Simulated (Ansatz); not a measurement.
# GeClF (SMILES [F][Ge][Cl]): HF/STO-3G

What is the vertical ionisation energy of GeClF at HF/STO-3G? 

The calculation is run with Ansatz 0.2.0.

33 further runs of the same task are left out: 33 set aside as unsound or not needed.

### 1 Starting point

The species is GeClF (3 atoms), meant as a singlet with charge 0. SMILES: `[F][Ge][Cl]`. Geometry: relaxed at PBE0-D4/def2-TZVP.

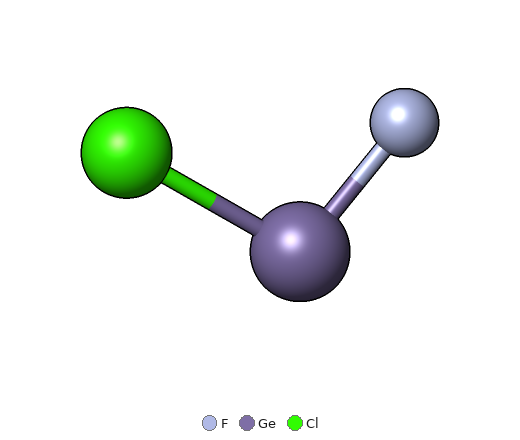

Viewed from a chosen angle; fluorine light blue, germanium purple, chlorine green.

### 2 The energy at HF/STO-3G

Input file job.yaml:

```yaml
crystal:
  periodic: [false, false, false]
  atoms:
    - {symbol: F, position_ang: [0.110400, 1.418700, 0.206200]}
    - {symbol: Ge, position_ang: [-0.762800, 0.035600, -0.410300]}
    - {symbol: Cl, position_ang: [0.641600, -1.519100, 0.191000]}
basis:
  gaussian:
    orbitals: STO-3G
hamiltonian:
  xc: hf
accuracy: high
output: {orbitals: {seedname: orbitals}}
```

The run is started by

```sh
$ ansatz run job.yaml --threads 1 --pin off --max-ram 3480MiB --events-out events.jsonl --progress --plain --runs-dir runs
```

Output:

```text
Warning: RAYON_NUM_THREADS=1 ignored (pool sized by the plan → 1); use --threads N
Functional definition: HF
  name "HF"
  exchange = exact_x
  correlation = 0
498 factors; integrals over basis functions are off by at most 3.1e-8 eV
mean field evaluation 1: about -70867.4506 eV, gradient 1.9e1 eV
mean field evaluation 2: about -70867.5137 eV, gradient 1.9e1 eV
mean field evaluation 4: about -70869.7278 eV, gradient 1.5e0 eV
mean field evaluation 8: about -70869.7472 eV, gradient 3.8e-2 eV
mean field -70869.74718111 eV, -2604.4151716657 hartree, gradient 1.3e-8 eV, S^2 0.000000; 0 other end points of the search recorded, 0 dependent functions left out
reference -70869.74718111 eV, -2604.4151716657 hartree; 29, 29 occupied and 3, 3 virtual orbitals, 498 factors
Total energy: -70869.74718111 eV, -2604.4151716657 hartree
```

Wall time 0.22 s (1 thread of Arm Neoverse V2, shared host).

### 3 The doublet cation, same level

Input file molecule.yaml:

```yaml
basis:
  gaussian:
    orbitals: STO-3G
crystal:
  periodic: [false, false, false]
  atoms:
    - {symbol: F, position_ang: [0.110400, 1.418700, 0.206200]}
    - {symbol: Ge, position_ang: [-0.762800, 0.035600, -0.410300]}
    - {symbol: Cl, position_ang: [0.641600, -1.519100, 0.191000]}
total_charge: 1
magnetization:
  spin_polarized: true
  initial_magnetization: 1
hamiltonian:
  xc: hf
accuracy: high
output:
  orbitals: {seedname: orbitals}
```

The run is started by

```sh
$ ansatz run molecule.yaml --threads 1 --pin off --max-ram 3480MiB --events-out events.jsonl --progress --plain --runs-dir runs
```

Output:

```text
Warning: RAYON_NUM_THREADS=1 ignored (pool sized by the plan → 1); use --threads N
[... 4 set-up lines as earlier in the session ...]
498 factors; integrals over basis functions are off by at most 3.1e-8 eV
mean field evaluation 1: about -70856.1322 eV, gradient 2.1e1 eV
mean field evaluation 2: about -70856.1869 eV, gradient 2.1e1 eV
mean field evaluation 4: about -70862.1693 eV, gradient 2.6e0 eV
mean field evaluation 8: about -70862.3364 eV, gradient 2.7e-1 eV
mean field evaluation 16: about -70862.3419 eV, gradient 2.9e-8 eV
mean field evaluation 32: about -70852.5213 eV, gradient 2.1e1 eV
mean field evaluation 64: about -70860.9521 eV, gradient 1.1e0 eV
mean field evaluation 96: about -70844.4257 eV, gradient 1.3e1 eV
mean field -70862.34189677 eV, -2604.1430324857 hartree, gradient 2.9e-8 eV, S^2 0.796997; 0 other end points of the search recorded, 0 dependent functions left out
reference -70862.34189677 eV, -2604.1430324857 hartree; 29, 28 occupied and 3, 4 virtual orbitals, 498 factors
Total energy: -70862.34189677 eV, -2604.1430324857 hartree
```

Run time: 0.56 s. Hardware: 1 thread of Arm Neoverse V2, shared host.

### 4 Summary of results

At HF/STO-3G:

| quantity | value |
| --- | --- |
| singlet GeClF: total energy | -2604.41517 Eh |
| singlet GeClF: HOMO energy | -7.78 eV |
| singlet GeClF: LUMO energy | 3.87 eV |
| singlet GeClF: HOMO–LUMO gap | 11.64 eV |
| doublet cation: total energy | -2604.14303 Eh |
| doublet cation: HOMO energy (highest over α and β) | -17.27 eV |
| doublet cation: LUMO energy (lowest over α and β) | -6.93 eV |
| doublet cation: ⟨S²⟩ | 0.797 |
| vertical ionisation energy (to the doublet cation) | 7.405 eV |

In words: Removing an electron at fixed nuclei costs 7.41 eV (171 kcal/mol). The negative HOMO energy of the first species, 7.78 eV, lies 0.37 eV above that difference. In a minimal basis such a difference can be off by several eV, whatever the method.
